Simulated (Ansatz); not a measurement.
# linear Tc chain: period, moment and channels by functional, part 4 of 4

Aim: how far do the period, the moment and the conductance of the linear Tc chain depend on the functional, the datasets and spin-orbit coupling, and at what cost?

Ansatz 0.2.0; DFT PBE, plane waves, PAW; relaxation of a chain's period (the session's first sound run).

So far, conductance of the lead as this run defines it (G₀): step 3 (the perfect wire, level PBE, k-mesh 1×1×37) 6.00; step 5 (bands of the perfect wire, level r2SCAN, k-mesh 1×1×36) 4.50; step 7 (the wire at its relaxed period, level LDA, k-mesh 1×1×38) 6.00; step 9 (the perfect wire, level PBEsol, k-mesh 1×1×38) 6.00; step 14 (two-component spinors, PBE spin-orbit) 6.00.

### Step 15. The same system on other settings

This step: DFT PBE, plane waves, PAW; channels and complex bands of a perfect chain; changed: output.transmission.e_range = [0, 2], output.transmission.de = 0.035 (Ansatz 0.2.0).

The atoms of the run on the perfect lead (PBE) are kept and the input is varied, to see whether the result depends on it. The ELF is not written this time.

The input, input.yaml:

```yaml
crystal:
  lattice:
    - [7.5, 0.0, 0.0]
    - [0.0, 7.5, 0.0]
    - [0.0, 0.0, 2.1685796436]
  atoms:
    - { symbol: Tc, position: [0.5, 0.5, 0.0] }
kpoints:
  mp_grid: { grid: [1, 1, 37] }
  band_path: { path: ["Γ", Z], npoints: 60 }
scf:
  occupations: { method: fermi_dirac, width: 0.05 }
hamiltonian:
  xc: pbe
output:
  transmission:
    e_range: [0, 2]
    de: 0.035
    kmesh: [1, 1]
    reduced_basis: true
    leads: [[0, 0]]
  dos: { projected: true, e_range: [-6, 4] }
  write_potential: true
  write_density: true
  volumetric_format: npy
```

Run with:

```sh
> ansatz run input.yaml --threads 4 --pin off --max-ram 8192MiB --backend cpu --events-out ev --progress --plain --runs-dir out
```

Numbers of over 12 decimals in the logs are rounded to 6 here.

Log:

```text
[...]
Crystal: 1 atoms, lattice volume = 121.983 Å³
Basis set: ecut = 500 eV, 3055 PW (Γ)
Bands: 12, of which v1, the nominal top of the filled ones, is band 8 counted from 1 (7 counted from 0)
Symmetry: 16 space group operations
[...]
k-points: 19 of 37
[...]
SCF iter   1: F=—  HF=-5394.716613 eV  |F-HF|=—  |Δ(HF+E_count)|=         —  Δρ=3.47e-2  dr2=3.22e0  ethr=3.10e-3  ⟨swp⟩=6.4  Hψ=1413  notcnv=0
[...]
SCF iter   7: F=-5393.765598 eV  HF=-5393.765598 eV  |F-HF|=2.54e-8  |Δ(HF+E_count)|=   1.69e-8  Δρ=5.17e-6  dr2=1.44e-8  ethr=6.67e-10  ⟨swp⟩=5.0  Hψ=974  notcnv=0
SCF 1 converged in 7 iterations: F = -5393.765598 eV  dr2 = 1.44e-8
[...]
transmission: 3 of 18 steps passed
transmission: 6 of 18 steps passed
[...]
transmission: 18 of 18 steps passed
[...]
SCF converged after 7 iterations
Free energy (F): -5393.765598 eV
[...]
Internal energy: -5393.753084 eV  (E = F + TS)
E sigma→0 (E₀):  -5393.759341 eV
Entropy (-TS):   -0.012514 eV (-12.514 meV/atom)
Fermi energy:    -1.571271 eV
[...]
--- Band table (eV; the first three rows and the last of 19) ---
  k-point 0: bands = [... 4 lower, -6.9420, -3.0420, -2.9385, -2.9257, 0.9439, 0.9439, 2.4224, 2.4224]
  k-point 1: bands = [... 4 lower, -6.8671, -3.0196, -2.9257, -2.9130, 0.8763, 0.8763, 2.4248, 2.4248]
  k-point 2: bands = [... 4 lower, -6.6445, -2.9522, -2.8875, -2.8750, 0.6716, 0.6716, 2.4460, 2.4460]
  k-point 18: bands = [... 4 lower, -5.7364, -5.7364, -0.7759, -0.7749, 1.2025, 5.0674, 8.9094, 8.9094]
--- Transmission ---
  basis      : 593 plane waves across, 3 finite elements along
  points     : 1, standing for a mesh of 1 x 1
[...]
crystal 0  : Tc1, at the sites [0, 0], period 2.1686 Å: whole cells are its period
[...]
channels       : 6.000000e0 a spin
    conductance    : none, the energies end too early or step too widely for 300 K: set another output.transmission.e_range or a lower de, or, where they end at an eighth of basis.ecutwfc, a higher one
```

Run time: 7 s. Hardware: 4 threads of Arm Neoverse V1, shared host; peak memory 0.44 GiB; 25 s of CPU time.

This step gave:

| Item | Value |
| --- | --- |
| energy at zero smearing | -5393.7593 eV |

Open channels of the lead, one spin against energy, zero at the Fermi level:

```
energy (eV)  open channels of the lead, one spin
      0.000                                    6
      0.105                                    6
      0.210                                    6
      0.315                                    6
      0.385                                    6
      0.490                                    6
      0.595                                    6
      0.700                                    6
      0.805                                    4
      0.910                                    4
      1.015                                    4
      1.085                                    4
      1.190                                    4
      1.295                                    4
      1.400                                    4
      1.505                                    4
      1.610                                    4
      1.715                                    4
      1.785                                    4
      1.890                                    4
```

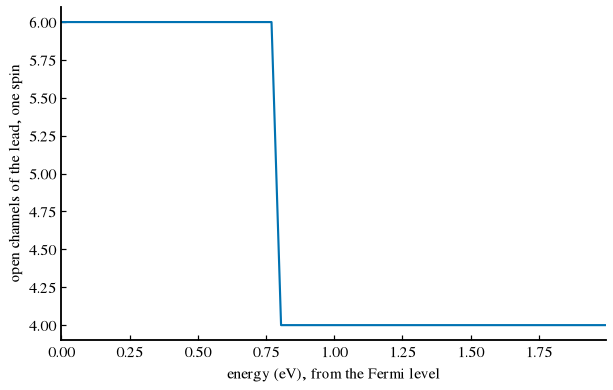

Open channels of the lead, one spin, plotted against energy.

It took 7 s against 11 s for the run it varies; the program gives no conductance for this window, step and temperature, so that result is lost.

The channels at the energy nearest the Fermi level, one spin stays within 0.2 % plus 0.001 of the run it varies.

### Step 16. The same system on other settings

This step: DFT PBE, plane waves, PAW; channels and complex bands of a perfect chain; changed: output.transmission.e_range = [-3, 3], output.transmission.de = 0.05 (Ansatz 0.2.0).

The atoms of the run on the perfect lead (PBE) are kept and the input is varied, to see whether the result depends on it. The ELF is not written this time.

Edit input.yaml of step 15 so:

```diff
@@ -16,4 +16,4 @@
   transmission:
-    e_range: [0, 2]
-    de: 0.035
+    e_range: [-3, 3]
+    de: 0.05
     kmesh: [1, 1]
```

Log:

```text
[...]
Crystal: 1 atoms, lattice volume = 121.983 Å³
Basis set: ecut = 500 eV, 3055 PW (Γ)
Bands: 12, of which v1, the nominal top of the filled ones, is band 8 counted from 1 (7 counted from 0)
Symmetry: 16 space group operations
[...]
k-points: 19 of 37
[...]
k-point 2: bands = [... 4 lower, -6.6445, -2.9522, -2.8875, -2.8750, 0.6716, 0.6716, 2.4460, 2.4460]
  k-point 18: bands = [... 4 lower, -5.7364, -5.7364, -0.7759, -0.7749, 1.2025, 5.0674, 8.9094, 8.9094]
--- Transmission ---
  basis      : 593 plane waves across, 3 finite elements along
  points     : 1, standing for a mesh of 1 x 1
[...]
crystal 0  : Tc1, at the sites [0, 0], period 2.1686 Å: whole cells are its period
[...]
channels       : 6.000000e0 a spin
[...]
[key lines of the parts left out:]
SCF converged after 7 iterations
Free energy (F): -5393.765598 eV
Fermi energy:    -1.571271 eV
```

Elapsed: 14 s, on 4 threads; peak memory 0.52 GiB.

It took 14 s against 11 s for the run it varies; the program gives no conductance for this window, step and temperature, so that result is lost.

The channels at the energy nearest the Fermi level, one spin stays within 0.2 % plus 0.001 of the run it varies.

### Step 17. Outcome

| Item | Value |
| --- | --- |
| cell length, PBE | 2.169 Å |
| cell length, r2SCAN | 2.269 Å |
| cell length, LDA | 2.132 Å |
| cell length, PBEsol | 2.146 Å |
| cell length, PBE, NC files | 2.171 Å |
| cell length, PBE, no spin | 2.169 Å |
| conductance, PBE | 6.00 G₀ |
| conductance, r2SCAN | 4.50 G₀ |
| absolute moment, r2SCAN | 2.20 μB |
| conductance, LDA | 6.00 G₀ |
| conductance, PBEsol | 6.00 G₀ |
| conductance, with spin-orbit coupling | 6.00 G₀ |

Under PBE the cell's length is 2.17 Å, no moment survives, and it is a metal with 6 channels a spin next to the Fermi level, 6.00 G₀ at 300 K (4.50 to 6.00 over the functionals). The cell's length spans 6.4 % over the functionals, shortest under LDA and longest under r2SCAN. A perfect wire passes every open channel, so the conductance counts half a G₀ for each forward-moving state at the Fermi level, spin by spin. The functionals disagree on magnetism: the relaxation keeps a moment under r2SCAN (2.20 μB) and loses it under PBE, LDA and PBEsol. Transport is coherent and elastic here: the atoms are frozen, so scattering by vibrations plays no part. No search over magnetic orders was made; another may lie lower. For the perfect chain only parallel moments were started; its antiparallel and spiral orders were not tested. The lead's cell of one atom keeps the chain straight and evenly spaced; a zigzag or dimerised form may lie lower.

[Logs are printed without paths, hosts, clocks, repeated set-up lines and the standing remarks that a program may print on its own settings, such as how far it seeks lower states.]

[Hosts, paths, dates, database ids (printed as entryN), source tags and the programs' standing remarks are cut or masked in the printed files.]
